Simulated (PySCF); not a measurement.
Run report: CH$_{3}$F$_{3}$OSi, NMR shielding calculation

- system: CH$_{3}$F$_{3}$OSi, SMILES O[SiH2]C(F)(F)F
- method: GIAO LC-wPBE/pcSseg-2 NMR shielding, non-relativistic, gas phase (PySCF 2.14.0)

The geometry comes from this level: PBE0-D3(BJ)/def2-SVP. Figures and captions count atoms from 1; the log counts them from 0 in places.

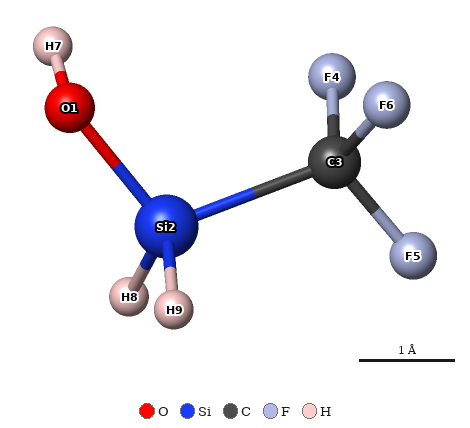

**Figure 1.** The structure (ball-and-stick view, seen at a tilt; atoms are numbered from 1 in the order of the input).

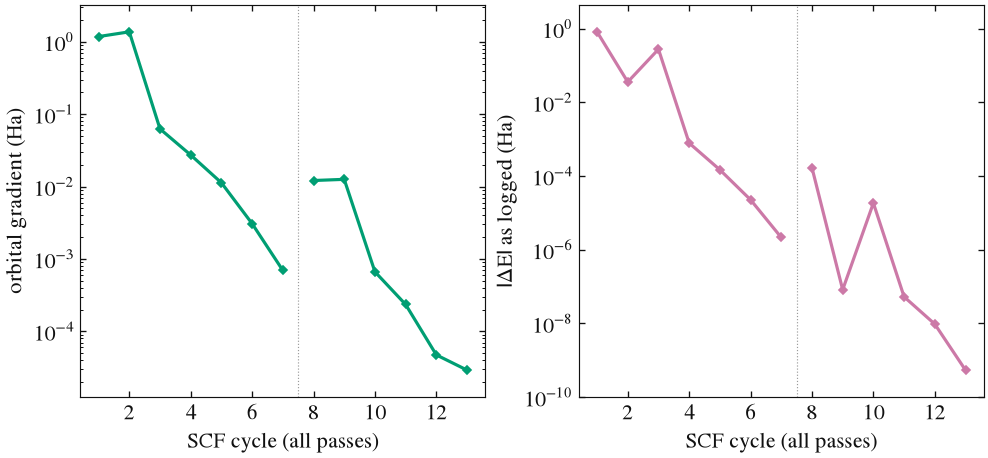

**Figure 2.** Convergence of the self-consistent field: orbital gradient and size of the energy change against the SCF cycle. The dotted line marks the change from a coarse to the final integration grid. The first 7 cycles use a coarse grid, the final grid takes over at cycle 8, and the field converges after 13 cycles in all.

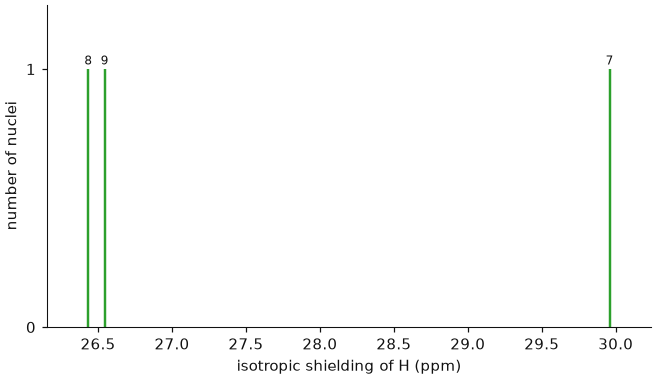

**Figure 3.** Isotropic shieldings of the hydrogen nuclei in this fixed geometry, labelled by atom number; shielding grows to the right, so chemical shift grows to the left. The least shielded is H8 (26.4 ppm), the most shielded H7 (30.0 ppm).

The input and output of the run follow.

### Input file
```
{"job": {"kind": "nmr", "xc": "LC-wPBE", "basis": "pcSseg-2", "pop": false}, "charge": 0, "multiplicity": 1}
O     -1.616987     0.876892     0.466321
Si    -0.754240    -0.325540    -0.276270
C      1.119317    -0.156233     0.157620
F      1.585192     1.056180    -0.199725
F      1.854633    -1.071253    -0.493977
F      1.366742    -0.302231     1.465215
H     -1.441537     1.785044     0.201893
H     -0.820895    -0.262426    -1.764145
H     -1.234410    -1.619276     0.262894
```

The first line tells a small driver script what to run in PySCF; the rest is the geometry in Å.

Launched with:
```bash
OMP_NUM_THREADS=1 python <driver script> task.json out
```

### The program's output
```
coarse grid: 8920 points
cycle   1  E = -703.8423442130  dE =  8.230e-01  |g| = 1.181e+00  |ddm| = 2.074e+00
cycle   2  E = -703.8064698512  dE =  3.587e-02  |g| = 1.373e+00  |ddm| = 9.972e-01
cycle   3  E = -704.0840107033  dE = -2.775e-01  |g| = 6.262e-02  |ddm| = 5.170e-01
cycle   4  E = -704.0847985719  dE = -7.879e-04  |g| = 2.728e-02  |ddm| = 5.535e-02
cycle   5  E = -704.0849467216  dE = -1.481e-04  |g| = 1.128e-02  |ddm| = 2.276e-02
cycle   6  E = -704.0849694208  dE = -2.270e-05  |g| = 3.074e-03  |ddm| = 7.646e-03
cycle   7  E = -704.0849715724  dE = -2.152e-06  |g| = 6.949e-04  |ddm| = 2.897e-03
final grid: 85272 points
cycle   8  E = -704.0879039814  dE = -1.681e-04  |g| = 1.212e-02  |ddm| = 2.917e-02
cycle   9  E = -704.0879040637  dE = -8.237e-08  |g| = 1.258e-02  |ddm| = 7.496e-03
cycle  10  E = -704.0879225779  dE = -1.851e-05  |g| = 6.645e-04  |ddm| = 3.618e-03
cycle  11  E = -704.0879226308  dE = -5.289e-08  |g| = 2.348e-04  |ddm| = 4.105e-04
cycle  12  E = -704.0879226404  dE = -9.592e-09  |g| = 4.722e-05  |ddm| = 1.493e-04
cycle  13  E = -704.0879226409  dE = -5.411e-10  |g| = 2.912e-05  |ddm| = 4.790e-05
converged SCF energy = -704.0879226409

GIAO shielding tensors (ppm)
atom      isotropic    diamagn.    paramagn.     s11        s22        s33       span
  0 O      319.463     383.891     -64.428    302.685    310.851    344.853     42.168
  1 Si     372.661     876.069    -503.408    329.047    363.591    425.345     96.298
  2 C       48.527     244.212    -195.685     46.437     47.840     51.305      4.867
  3 F      262.281     469.521    -207.240    160.496    285.549    340.797    180.300
  4 F      265.223     467.293    -202.071    165.686    293.462    336.520    170.834
  5 F      262.482     467.862    -205.380    164.537    284.795    338.115    173.578
  6 H       29.959      31.129      -1.170     21.755     25.149     42.973     21.219
  7 H       26.435      28.742      -2.308     23.376     25.191     30.737      7.361
  8 H       26.545      28.435      -1.889     23.648     25.141     30.847      7.199
```

### Key numbers

| quantity | value |
| --- | --- |
| outcome | converged |
| total energy | −704.087923 hartree |
| HOMO | −11.94 eV |
| LUMO | 1.63 eV |
| dipole moment | 2.05 D |
| isotropic shielding, O | 319.5 ppm |
| isotropic shielding, Si | 372.7 ppm |
| isotropic shielding, C | 48.5 ppm |
| isotropic shielding, F | 262.3 to 265.2 ppm |
| isotropic shielding, H | 26.4 to 30.0 ppm |
| hardware | 1 CPU thread, shared host |
| wall time | 75 s |
| peak memory | 1 GiB |
